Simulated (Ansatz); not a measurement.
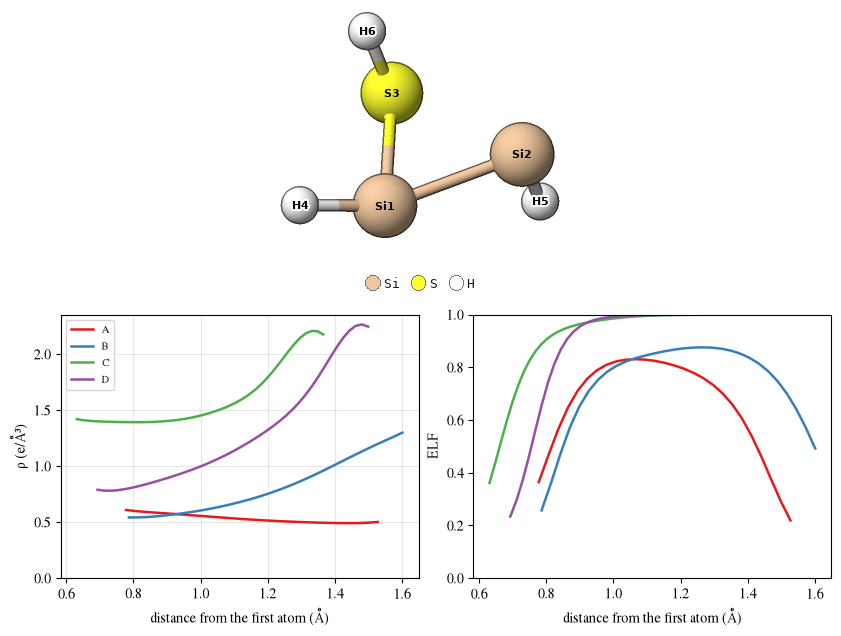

H3SSi2 (charge +1). Electron density and ELF along straight lines between neighbouring atoms. The curves leave out the atomic cores. The structure is drawn too.

The calculation used RKS B3LYP-D4/cc-pVDZ (Ansatz 0.2.0).

Input file:

```
crystal:
  periodic: [false, false, false]
  atoms:
    - { symbol: Si, position_ang: [-0.92925, -0.81393, -0.48442] }
    - { symbol: Si, position_ang: [0.89868, 0.29275, 0.39363] }
    - { symbol: S, position_ang: [-1.10661, 1.27926, -0.23343] }
    - { symbol: H, position_ang: [-1.96409, -1.68537, -1.01923] }
    - { symbol: H, position_ang: [2.00322, 0.64033, -0.49606] }
    - { symbol: H, position_ang: [-1.49406, 2.52839, 0.20697] }
total_charge: 1
basis:
  gaussian: { orbitals: cc-pVDZ }
hamiltonian:
  xc: b3lyp
  dispersion: d4
relax:
  f_tol: 0.02
  max_steps: 50
output:
  orbitals: {}
```

Run with:

```sh
ansatz run input.yaml --threads 1 --pin off --max-ram 2048MiB --backend cpu --events-out ev --progress --plain --runs-dir out
```

The fields are those of the relaxed geometry.

> Which curve belongs to which contact (Si–H, Si–S, Si–Si and S–H)? The first atom named is at distance zero.

Curve A: Si–Si (2.31 Å): the density is about 0.52 e/Å³ at the midpoint; the ELF peaks at about 0.85 between the atoms (a shared electron pair). Curve B: Si–S (2.25 Å): ρ at the midpoint is about 0.68 e/Å³; the ELF peaks at about 0.90 between the atoms, as expected for localised, covalent bonding. Curve C: S–H (1.37 Å): ρ at the midpoint is about 1.4 e/Å³; the ELF climbs to about 1 towards the hydrogen, as it does in any bond to H. Curve D: Si–H (1.50 Å): ρ is about 0.78 e/Å³ halfway; the ELF climbs to about 1 towards the hydrogen.
